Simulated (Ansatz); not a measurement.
## What x(Ca) = 0.5, 4 atoms, R-3m does to Sr

Start from Sr in the fcc (Cu type) structure (space group Fm-3m, No. 225; a = 5.923 Å).

The other end (x = 1) is Ca in the fcc (Cu type) structure (space group Fm-3m, No. 225): 40.58 Å³/atom, gap zero.

Now apply this change: a fraction x = 0.5 of the Sr sites is given to Ca, ordered in a cell of 4 atoms (starting symmetry R-3m) and fully relaxed.

Calculations: PBEsol, PAW, 420 eV (Ansatz, a program for electronic structure; no SOC), earlier PAW set. Γ-centred 13×13×13 mesh, Fermi–Dirac width 0.05 eV, for the changed cell.

```json
[
 {"quantity": "volume per atom", "base": "51.94 Å³", "changed": "46.05 Å³", "shift": "-5.89 Å³"},
 {"quantity": "density", "base": "2.80 g/cm³", "changed": "2.30 g/cm³", "shift": "-0.50 g/cm³"},
 {"quantity": "shortest interatomic distance", "base": "4.188 Å", "changed": "3.847 Å", "shift": "-0.341 Å"},
 {"quantity": "band gap", "base": "zero", "changed": "zero", "shift": "–"},
 {"quantity": "mixing energy (to 0.01 eV only: unlike meshes or grids)", "base": "–", "changed": "+0.02 eV/atom", "shift": "–"},
 {"quantity": "deviation of the volume from the linear (Vegard-type) interpolation", "base": "–", "changed": "-0.5 %", "shift": "–"}
]
```

Final structure:

```
CELL_PARAMETERS angstrom
      2.01613     1.16402    13.08025
     -2.01613     1.16402    13.08025
      0.00000    -2.32803    13.08025
ATOMIC_POSITIONS crystal
  Sr 0.37762 0.37762 0.37762
  Sr 0.62238 0.62238 0.62238
  Ca 0.87235 0.87235 0.87235
  Ca 0.12765 0.12765 0.12765
```

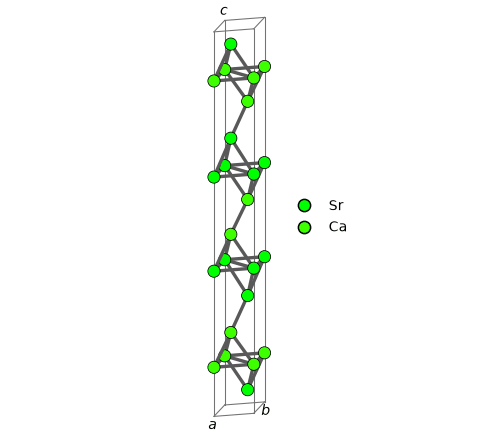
Figure. The relaxed conventional cell after the change

These are small ordered cells, not random alloys; other orderings at the same x differ. No phonon test of stability was made.
